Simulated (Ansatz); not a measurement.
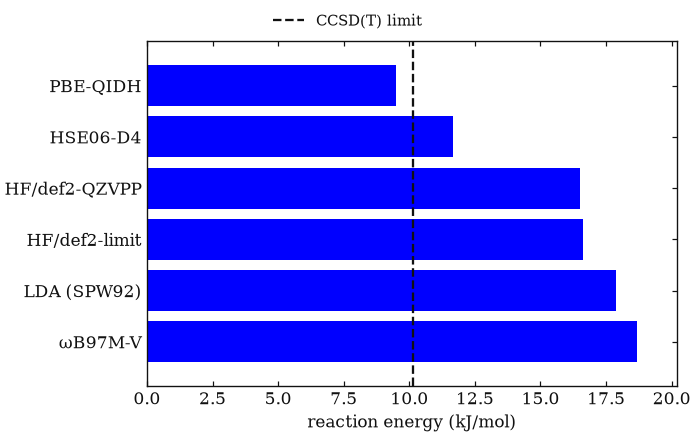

Electronic reaction energy of HfH₂SOF₂ ([OH][Hf]([F])([F])[SH]) + HCl (Cl) → HfH₂SOClF ([OH][Hf]([F])([SH])[Cl]) + HF (F) (SMILES in brackets) at several levels (functionals in def2-TZVPP unless a basis is named), isolated molecules at PBE0-D4 triple-zeta geometries, minima by their frequencies, no zero-point or thermal terms, the Ansatz code 0.2.0. The line is frozen-core CCSD(T) at the basis limit (MP2 extrapolated from triple and quadruple zeta, plus CCSD(T) less MP2 in a smaller set). PBE-QIDH holds a correlation term that converges slowly with the basis, so part of the distance to the limit is basis error. No dispersion term is added to PBE-QIDH. Core potentials past Kr.

What range do the values span, the line included?

Answer. From 9.5 kJ/mol (PBE-QIDH) to 18.7 kJ/mol (ωB97M-V).

What do zero-point energy and temperature add?

Answer. Zero-point change 5.0 kJ/mol; at 298.15 K and 1 bar the CCSD(T) limit plus thermal terms gives an enthalpy of reaction of 15.9 and a free energy of 17.1 kJ/mol (harmonic PBE0-D4 modes, ideal gas).

Caveats: outer-core shells are correlated without core-valence functions, which makes the correlated values less sure; spin-orbit coupling is left out, and with Hf it can shift these values.
